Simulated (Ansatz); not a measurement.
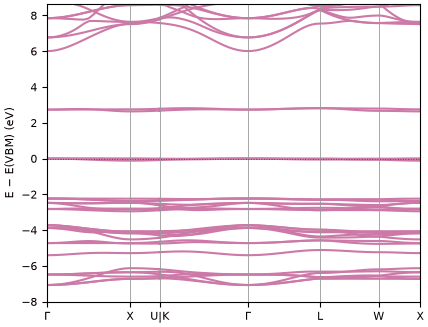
Figure: Band structure from the program Ansatz at the r²SCAN level (PAW)

Read off the gap and where the band edges lie.

About 2.6 eV (2.64 eV by a search for the band edges); maximum at Γ, minimum at X.

Which compound is it?
(A) KI, rock salt
(B) Cs2InAgBr6, Fm-3m (Cs on 8c, In on 4a, Ag on 4b, Br on 24e)
(C) Cs2KCoF6, Fm-3m (K on 4b, Cs on 8c, Co on 4a, F on 24e)
(D) Cs3Bi, Fm-3m (Cs on 8c, Cs on 4b, Bi on 4a)

C, Cs2KCoF6, Fm-3m (K on 4b, Cs on 8c, Co on 4a, F on 24e)

The first step of the workflow began from a Materials Project structure, measured or hypothetical; the Crystallography Open Database copy checked does not list it. Its standing as an ambient phase is unchecked. The cell was relaxed with r²SCAN under the symmetry of its start; its stability against distortions is not shown here. The run is not spin-polarised. No Hubbard U is applied. Scalar-relativistic: spin–orbit coupling is off unless named, which matters more the heavier the elements.

Potentials: the later of the program's two PAW sets.
